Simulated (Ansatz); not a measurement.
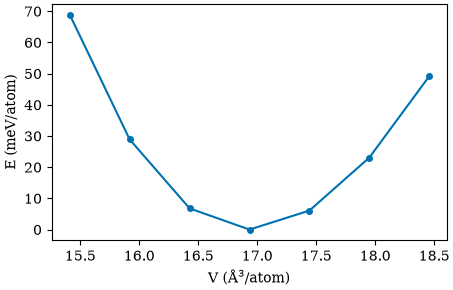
Figure. AlPt (rock salt, space group No. 225) under volume change, PBE (plane waves, PAW; program Ansatz), scaled uniformly.

Problem. What does a third-order Birch–Murnaghan fit give for V₀, B₀ and B′?

Solution. V₀ = 16.93 Å³/atom, B₀ = 135 GPa, B′ = 4.6.

Space group Fm-3m (rock salt). The start of the workflow was typed in or built on a structure type; neither database checked (COD, Materials Project) lists it. Its standing as an ambient phase is unchecked. The cell was relaxed with PBE under the symmetry of its start; its stability against distortions is not shown here. The run is not spin-polarised. Spin–orbit coupling is left out wherever it is not named.

Potentials: the later of the program's two PAW sets.
